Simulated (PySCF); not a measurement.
# Cl4Zr, SMILES `Cl[Zr](Cl)(Cl)Cl`: electronic structure

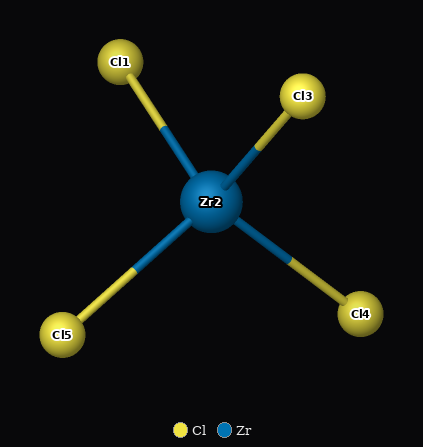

The molecule, with its atoms numbered as below. No frequency check shows the geometry to be a minimum.

Cartesian coordinates (Å):

```
Cl1     -1.2732    1.2996   -1.3254
Zr2     -0.0008    0.0001   -0.0004
Cl3      1.2741    1.2993    1.3262
Cl4      1.3275   -1.2994   -1.2725
Cl5     -1.3265   -1.2998    1.2725
```

Part 1: Bonding charge

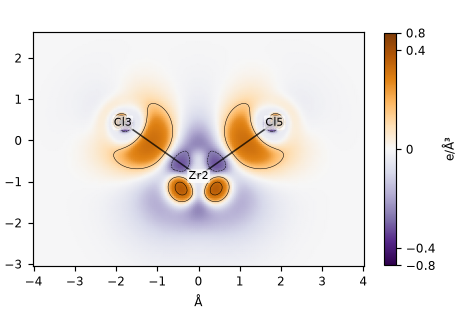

Deformation density (molecule less spherical, spin-averaged free atoms) in the plane of Zr2, Cl3 and Cl5; colour scale in e/Å³, logarithmic beyond ±0.1; orange: gain, purple: loss.

Computed with PySCF, PBE0/def2-SVPD, geometry: GFN2-xTB. Core potentials replace the inner electrons of Zr; spin–orbit coupling isn't included. This is a single-reference result, which may miss multireference character in this system.

Question: Describe the bonding that the map shows.

Answer: Zr2–Cl5 and Zr2–Cl3: +0.10 e/Å³ at the bond critical point (bond length 2.25 Å). In all, 1.2 electrons gather in the regions of gain relative to the promolecule. A small or negative value marks a very polar bond, one between electron-rich atoms, whose free-atom densities already overlap strongly, a long bond to a heavier atom, or a closed-shell contact such as a hydrogen bond.

Part 2: Bond critical points

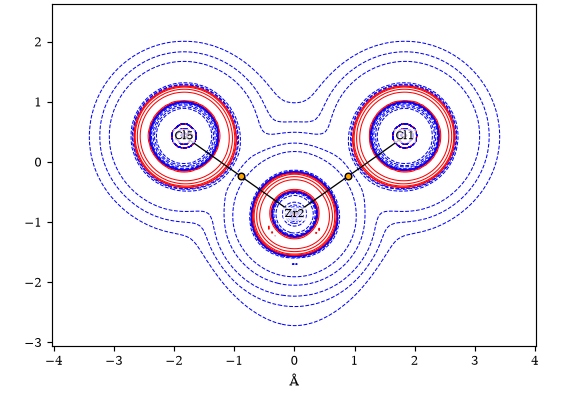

Negative Laplacian of the density (−∇²ρ) in the plane of Cl1, Zr2 and Cl5 (solid red lines positive, dashed blue lines negative, contours at ±0.02 to ±8 a.u.), with bond paths and bond critical points (dots).

Question: Sort the bonds in the plane by the sign of ∇²ρ at their critical points.

Answer: At none is it concentrated. Depleted (∇²ρ > 0): Cl1–Zr2 and Zr2–Cl5 (+0.28 a.u., H = −0.031). A positive Laplacian with negative H is typical of metal–ligand bonds.

Part 3: Local ionisation energy

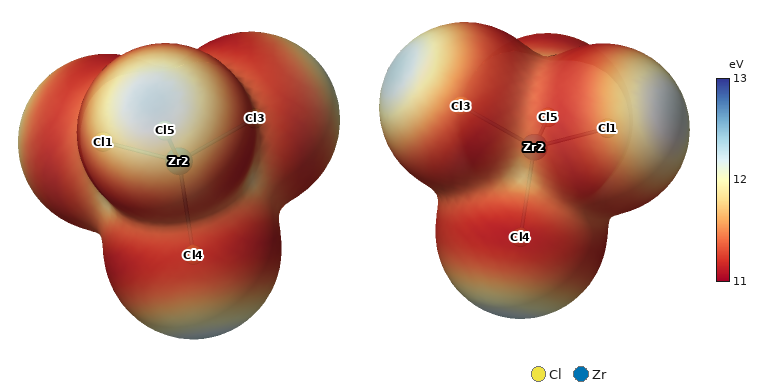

Average local ionisation energy on the surface of electron density 0.001 a.u. (back view left, front view right).

Question: Locate the minima of the map.

Answer: The lowest value is 11.1 eV, 2.1 Å from Cl4, and at like points elsewhere. For comparison, the highest occupied orbital lies at −9.8 eV.

Part 4: In an electric field

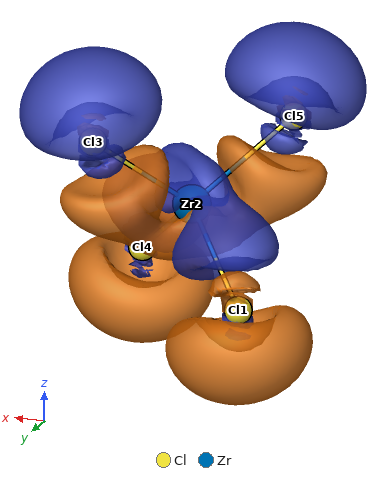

Change of the electron density in a uniform field of 0.21 V/Å, surfaces at ±0.0015 e/Å³ (orange: gain, blue: loss).

PySCF calculation, TPSSh/def2-SVPD, gas phase; geometry: GFN2-xTB. Core potentials replace the inner electrons of Zr; spin–orbit coupling isn't included. This is a single-reference result, which may miss multireference character in this system.

The field was applied in both directions; the picture shows the one opposite to the script's first.

Question: Along which Cartesian direction does the field point?

Answer: Along +z: electrons gather on the −z side, against the field.

Question: What dipole is induced, and what polarisability does it imply?

Answer: The induced dipole is 0.95 D (along the field); α along this axis, from the fields in both directions, is 93 bohr³ (13.8 Å³).

The PySCF runs shown took 12 s and 45 s on 1 thread of AMD EPYC 7R43 64-Core Processor (Zen 3) (shared host).
